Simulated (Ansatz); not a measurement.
PbS (rock salt)

```yaml
crystal:
  lattice:
    - [0.00000, 3.00445, 3.00445]
    - [3.00445, 0.00000, 3.00445]
    - [3.00445, 3.00445, 0.00000]
  atoms:
    - { symbol: S, position: [0.00000, 0.00000, 0.00000] }
    - { symbol: Pb, position: [0.50000, 0.50000, 0.50000] }
```

The volume is varied about the relaxed value V₀ at fixed cell shape. Symmetry pins the atoms to their sites.

Computed with PBE (plane waves to 420 eV, PAW, scalar-relativistic; Ansatz, an electronic-structure program). k mesh 10×10×10 (Γ-centred), Fermi-Dirac smearing 0.05 eV. E stands for the smeared free energy. PbS was relaxed with its symmetry unable to fall. Spin-orbit coupling is left out, though Pb is heavy. ΔE is measured from the relaxed starting cell.

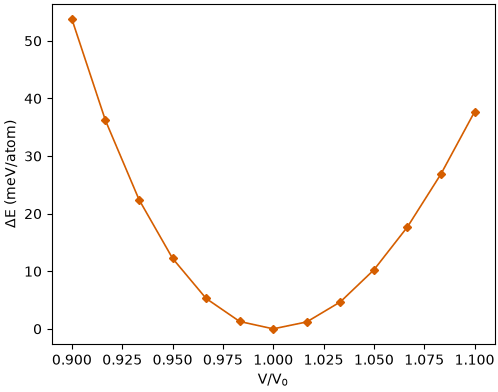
Figure. ΔE (meV/atom) against V/V₀; computed points joined by lines.

The pressure derivative B₀′ (fit) is 4.3 and the pressure at the smallest volume comes out as 6.95 GPa. The energy cost of the largest compression is 53.8 meV/atom and the energy cost of the largest expansion comes out as 37.7 meV/atom. The equilibrium volume of the fit comes out as 27.12 Å³/atom.

(A scan under strain: stresses follow from slopes of the energy per volume, elastic moduli from its curvatures.)
